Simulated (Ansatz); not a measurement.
```csv
atom,x (Å),y (Å),z (Å)
C,-0.0673,-1.7097,-0.9163
F,1.7003,0.4714,0.0345
Ge,0.7951,-0.0373,-1.3729
H,-0.7413,-1.5671,-0.0597
H,-0.6548,-2.0794,-1.7702
H,0.6864,-2.4653,-0.6531
H,1.8260,-0.1852,-2.5060
H,-0.2075,1.0943,-1.6607
```

Geometry: PBE0-D3(BJ)/def2-SVP.

Theory: isolated molecule in a Gaussian basis; Kohn-Sham density functional theory, functional PBE0 in Ansatz.

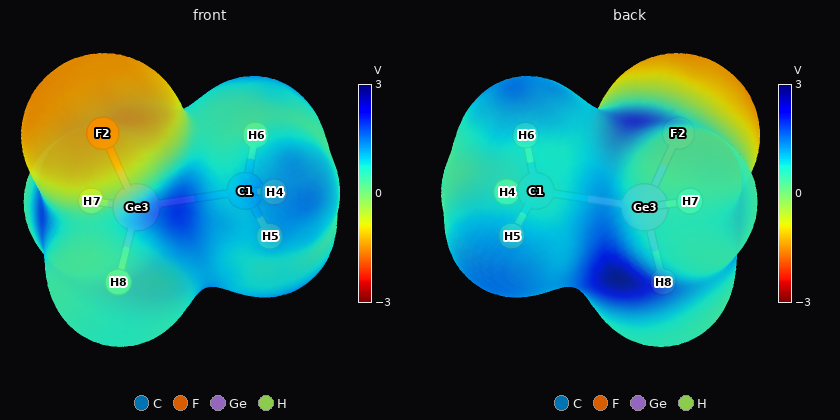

CH5FGe. The molecular electrostatic potential painted on the density surface at 0.004 e/bohr³, seen from the front and from behind; the colour scale runs from red (negative) to blue (positive).

> Where is the surface potential most negative and most positive?

The most negative region (about −1.5 V, or −35 kcal/mol for a unit charge) lies over F2, the most positive (about +2.7 V, or +62 kcal/mol for a unit charge) over Ge3.

> What dipole moment does the calculation give?

Its dipole moment is 2.51 D.
